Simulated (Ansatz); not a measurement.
**C2F4 (tetrafluoroethylene): HF/3-21G**

What is the vertical singlet–triplet gap of C2F4 (tetrafluoroethylene) at HF/3-21G? 

Program for the calculation: Ansatz 0.2.0.

41 further runs of the same task are left out: 41 set aside as unsound or not needed.

## Step 1: The system as given

C2F4 has 6 atoms, charge 0, and is taken as a singlet. As SMILES, `FC(F)=C(F)F`. The coordinates come from a PBE0-D4/def2-TZVP relaxation.

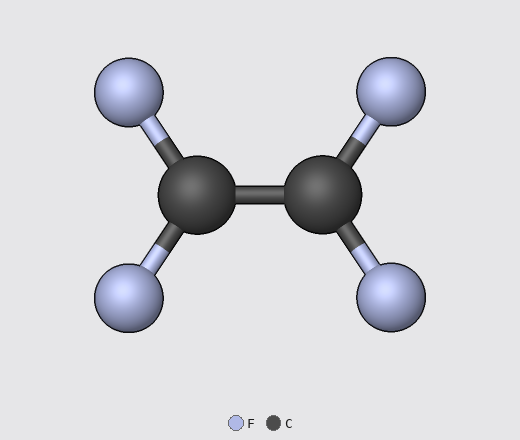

The structure, seen from a chosen angle (fluorine light blue, carbon dark grey).

## Step 2: The energy at HF/3-21G

The input, input.yaml:

```yaml
crystal:
  periodic: [false, false, false]
  atoms:
    - symbol: F
      position_ang: [1.169200, -1.134500, -0.708000]
    - symbol: C
      position_ang: [0.202500, -0.640200, 0.025700]
    - symbol: F
      position_ang: [-0.337500, -1.520600, 0.832300]
    - symbol: C
      position_ang: [-0.188400, 0.618800, -0.041100]
    - symbol: F
      position_ang: [0.351500, 1.499300, -0.847600]
    - symbol: F
      position_ang: [-1.155200, 1.113100, 0.692600]
basis:
  gaussian:
    orbitals: 3-21G.json
hamiltonian:
  xc: hf
accuracy: high
output: {orbitals: {seedname: orbitals}}
```

The basis set 3-21G is read from a file made from the Basis Set Exchange's data (not shown).

Run with:

```console
$ ansatz run input.yaml --threads 1 --pin off --max-ram 3480MiB --events-out events.jsonl --progress --plain --runs-dir runs
```

What it wrote:

```text
Warning: RAYON_NUM_THREADS=1 ignored (pool sized by the plan → 1); use --threads N
Functional definition: HF
  name "HF"
  exchange = exact_x
  correlation = 0
1154 factors; integrals over basis functions are off by at most 5.0e-9 eV
mean field evaluation 1: about -12809.0726 eV, gradient 3.6e1 eV
mean field evaluation 2: about -12809.5653 eV, gradient 3.7e1 eV
mean field evaluation 4: about -12812.5124 eV, gradient 3.0e0 eV
mean field evaluation 8: about -12812.5548 eV, gradient 1.7e-1 eV
mean field evaluation 16: about -12812.5550 eV, gradient 5.0e-8 eV
mean field -12812.55496022 eV, -470.8527101264 hartree, gradient 5.0e-8 eV, S^2 0.000000; 0 other end points of the search recorded, 0 dependent functions left out
reference -12812.55496022 eV, -470.8527101264 hartree; 24, 24 occupied and 30, 30 virtual orbitals, 1154 factors
Total energy: -12812.55496022 eV, -470.8527101264 hartree
```

It took 0.56 s on 1 thread of Arm Neoverse V1, shared host; peak memory 0.12 GiB.

## Step 3: The triplet, same level

The input, in.yaml:

```yaml
crystal:
  periodic: [false, false, false]
  atoms:
    - symbol: F
      position_ang: [1.169200, -1.134500, -0.708000]
    - symbol: C
      position_ang: [0.202500, -0.640200, 0.025700]
    - symbol: F
      position_ang: [-0.337500, -1.520600, 0.832300]
    - symbol: C
      position_ang: [-0.188400, 0.618800, -0.041100]
    - symbol: F
      position_ang: [0.351500, 1.499300, -0.847600]
    - symbol: F
      position_ang: [-1.155200, 1.113100, 0.692600]
basis:
  gaussian:
    orbitals: 3-21G.json
output:
  orbitals: {seedname: orbitals}
accuracy: high
magnetization:
  spin_polarized: true
  initial_magnetization: 2
hamiltonian:
  xc: hf
```

The basis set 3-21G is read from a file made from the Basis Set Exchange's data (not shown).

Run with:

```console
$ ansatz run in.yaml --threads 1 --pin off --max-ram 3480MiB --events-out events.jsonl --progress --plain --runs-dir runs
```

What it wrote:

```text
Warning: RAYON_NUM_THREADS=1 ignored (pool sized by the plan → 1); use --threads N
[... 4 set-up lines as earlier in the session ...]
1154 factors; integrals over basis functions are off by at most 5.0e-9 eV
mean field evaluation 1: about -12802.0801 eV, gradient 2.6e1 eV
mean field evaluation 2: about -12802.0934 eV, gradient 2.6e1 eV
mean field evaluation 4: about -12804.9344 eV, gradient 2.2e0 eV
mean field evaluation 8: about -12804.9693 eV, gradient 8.3e-2 eV
mean field evaluation 16: about -12808.5615 eV, gradient 2.7e-1 eV
mean field -12808.56312873 eV, -470.7060130249 hartree, gradient 8.5e-8 eV, S^2 2.017887; 0 other end points of the search recorded, 0 dependent functions left out
reference -12808.56312873 eV, -470.7060130249 hartree; 25, 23 occupied and 29, 31 virtual orbitals, 1154 factors
Total energy: -12808.56312873 eV, -470.7060130249 hartree
```

It took 1.2 s on 1 thread of Arm Neoverse V1, shared host; peak memory 0.15 GiB.

## Step 4: What came out

Level: HF/3-21G.

| quantity | value |
| --- | --- |
| singlet: total energy | -470.85271 Eh |
| singlet: HOMO energy | -10.88 eV |
| singlet: LUMO energy | 4.83 eV |
| singlet: HOMO–LUMO gap | 15.72 eV |
| triplet: total energy | -470.70601 Eh |
| triplet: HOMO energy (highest over α and β) | -7.16 eV |
| triplet: LUMO energy (lowest over α and β) | 0.71 eV |
| triplet: ⟨S²⟩ | 2.018 |
| vertical energy of the triplet above the singlet | 3.992 eV |

**Reading.** At this shape the triplet lies 3.99 eV (385 kJ/mol) above the singlet.
